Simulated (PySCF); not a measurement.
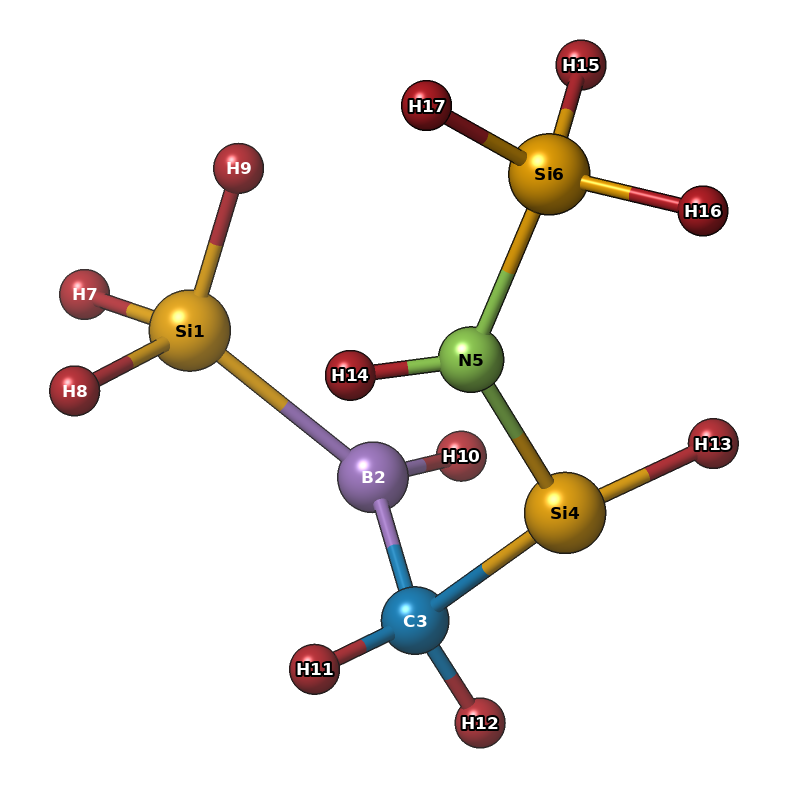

The species is neutral and a spin doublet. The geometry was computed by an optimisation with GFN2-xTB. No frequency run is at hand to confirm it as a minimum. Method: UKS B3LYP, pcH-1 on B C H N Si, non-relativistic (PySCF 2.14.0). Fermi-contact and spin-dipolar terms alone, no spin-orbit part.

> Which nucleus has the largest dipolar (anisotropic) hyperfine coupling?

29Si at Si4: principal values −124.5, 61.4, 63.0 MHz.

List the isotropic and dipolar parts for the most strongly coupled nuclei, one of each equivalent set.

| atom | isotope | a_iso (MHz) | dipolar part (MHz) |
| --- | --- | --- | --- |
| Si4 | 29Si | −551.9 | −124.5, 61.4, 63.0 |
| B2 | 11B | 25.3 | −8.7, −7.7, 16.4 |
| N5 | 14N | 14.5 | −6.9, −6.5, 13.4 |
| H14 | 1H | −9.5 | −7.8, −3.0, 10.8 |
| H13 | 1H | 74.7 | −7.4, 0.7, 6.7 |
| C3 | 13C | 12.4 | −3.7, −3.0, 6.7 |
| H12 | 1H | 13.7 | −3.9, −1.7, 5.6 |
| H11 | 1H | 13.3 | −3.7, −1.7, 5.4 |

The geometry is semi-empirical. Around B, Si such bond lengths and angles can be off by a tenth of an ångström or more and by several degrees, and values that hang on the shape move with them.
